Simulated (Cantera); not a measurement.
A closed system holds: 1 mol C6H6, 5.4 mol CO2, 10 mol H2, held at 1298.15 K.

Equilibrium computed with Cantera from the NASA thermochemical tables; the gas is ideal and each condensed phase is pure. Candidate condensed phases: C, C6H6, C7H8, C8H18, H2O; 110 gas species. The ideal-gas law is rough above about 30 bar. Equilibrium is a limit: real reactors are often held back by kinetics, nucleation or transport.

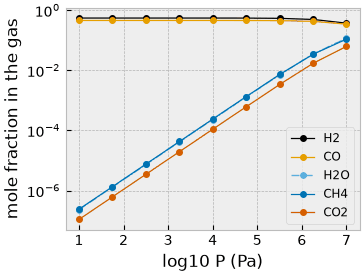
Figure. Equilibrium gas composition (values under 1e-9 drawn at 1e-9)

Question: Read off the mole fractions at 420 Torr.

Answer: H2 about 0.54, CO about 0.45, CH4 about 0.0013, H2O about 0.0013, CO2 about 0.00061.
